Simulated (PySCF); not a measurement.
# C5H9FSi2: what the fields show

The calculation's input:

```
{"job": {"kind": "nmr", "xc": "PBE0", "basis": "pcSseg-1"}, "charge": 0, "multiplicity": 1}
C      3.017631    -0.794516    -1.926727
C      2.175116    -0.785620    -1.069086
Si     0.885188    -0.750891     0.257761
C     -0.836898    -1.268555    -0.398919
Si    -2.021949     0.183753    -0.054152
C     -0.911281     1.175579     1.168235
F     -1.288355     2.518822     1.214659
C      0.549397     1.058155     0.755993
H      3.753453    -0.800104    -2.679172
H      1.326070    -1.579937     1.389768
H     -1.178829    -2.175158     0.095643
H     -0.803812    -1.504052    -1.459958
H     -2.279368     0.999642    -1.241040
H     -3.272538    -0.212870     0.597579
H     -1.039234     0.818994     2.198387
H      1.208034     1.419976     1.546119
H      0.710377     1.708812    -0.106075
```

Run with:

```sh
OMP_NUM_THREADS=1 python probes_run.py task.json out
```

Geometry: GFN2-xTB.

Computed with PBE0/pcSseg-1, SCF density, gas phase, non-relativistic in PySCF 2.14.0.

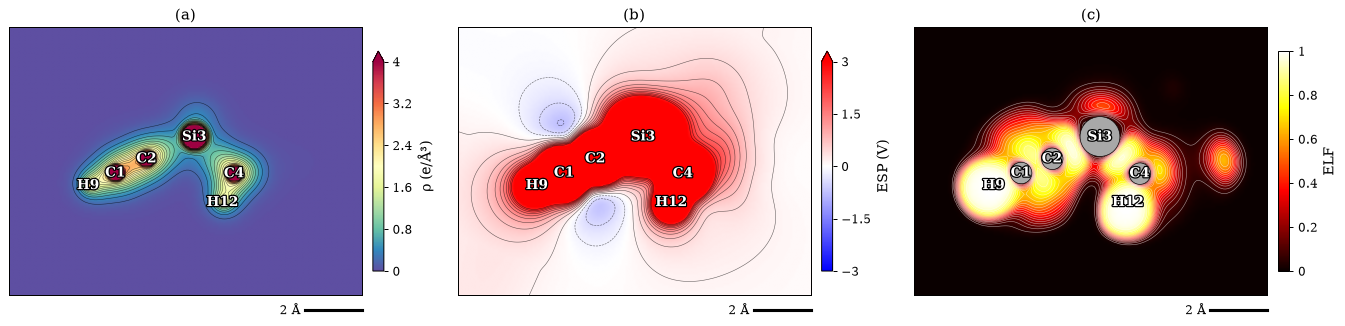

Figure 1. (a) electron density; (b) electrostatic potential; (c) electron localisation function on the plane of atoms Si3, C4 and H12. Grey discs cover the atomic cores in the ELF map.

Read the bonding off the picture.

The plane passes through C, Si and H nuclei. C–C (1.20 Å): ρ at the midpoint is about 2.8 e/Å³; the ELF peaks at about 0.85 between the atoms; a multiple bond. C–Si (1.85 Å): ρ is about 0.92 e/Å³ halfway; the ELF peaks at about 0.95 between the atoms (a covalent bond). C–H (1.05 Å): ρ is about 2.1 e/Å³ halfway; the ELF climbs to about 1 towards the hydrogen, as it does in any bond to H (a covalent bond by its length). C–Si (1.91 Å): the density is about 0.89 e/Å³ at the midpoint; the ELF peaks at about 0.95 between the atoms (localised, covalent bonding). Outside the dense part of the molecule the potential is most negative (−0.7 V) near C1.

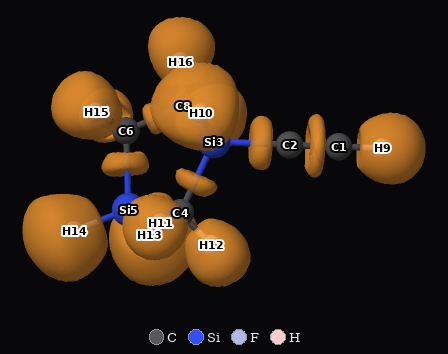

Figure 2. Isosurface of the electron localisation function at 0.85 (orange), seen at a tilt. Only the valence region is drawn (cores and ρ < 0.01 e/Å³ removed).

Where are the electrons localised?

The surface consists of two regions between bonded C–C atoms (shared pairs), five regions between bonded C–Si atoms (shared pairs), nine regions around hydrogen nuclei and one region wrapped around F (its lone pairs, merged into a ring or cap). Profiles from the grid: C–F (1.40 Å): the ELF peaks at about 0.85 between the atoms: a shared but strongly polarised pair.

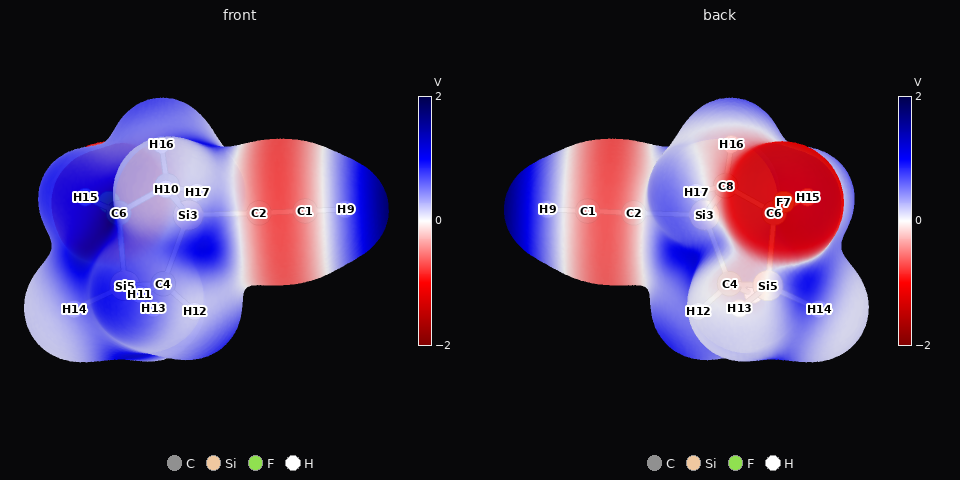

Figure 3. The molecular electrostatic potential painted on the density surface at 0.002 e/bohr³, seen from the front and from behind; red is negative and blue positive.

Describe the electrostatic potential map.

The most negative region (about −1.2 V, or −28 kcal/mol for a unit charge) lies over F7, the most positive (about +1.7 V, or +39 kcal/mol for a unit charge) over Si3 and H9.
